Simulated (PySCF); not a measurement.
```xyz
12

B    -0.1601    0.7796   -1.2456
F    -1.2938    1.4774   -1.4958
F     0.8106    0.8343   -2.1887
P    -0.5540   -1.1602   -0.6452
B     0.1875   -0.7963    1.2512
F     1.3240   -1.4914    1.4951
F    -0.7794   -0.8556    2.1984
P     0.5730    1.1465    0.6544
H     0.1098   -2.1732   -1.3768
H    -1.9103   -1.5597   -0.7080
H     1.9219    1.5673    0.7313
H    -0.1136    2.1484    1.3809
```

Geometry: PBE0-D3(BJ)/def2-SVP.

All numbers below come from PySCF, CAM-B3LYP/def2-SVPD, SCF density, gas phase.

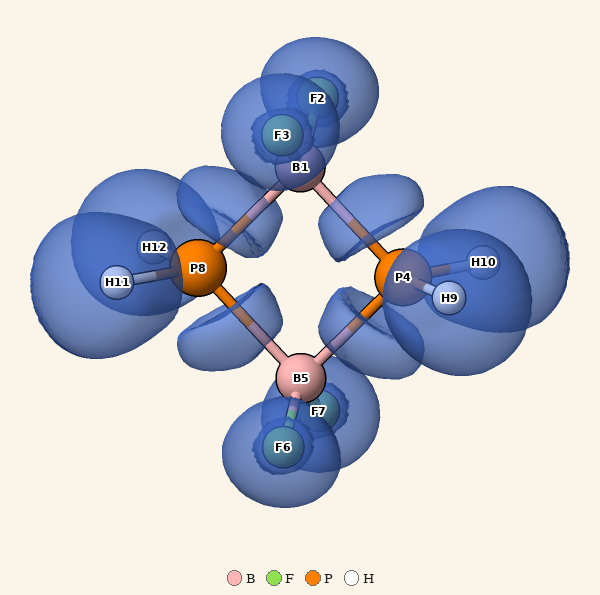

B2F4H4P2. Isosurface of the ELF at 0.75 (blue), seen at a tilt. Core shells and regions of very low density are left out.

### What do the ELF domains correspond to?

The ELF exceeds this value in four regions between bonded B–P atoms (shared pairs), four regions around hydrogen nuclei and four regions on F in which the atom's valence shell and bonds are merged.

Values along the shortest contacts:
B–F (1.35 Å): the ELF peaks at about 0.85 between the atoms: a shared but strongly polarised pair. B–P (2.07 Å): the ELF peaks at about 1 between the atoms (localised, covalent bonding).
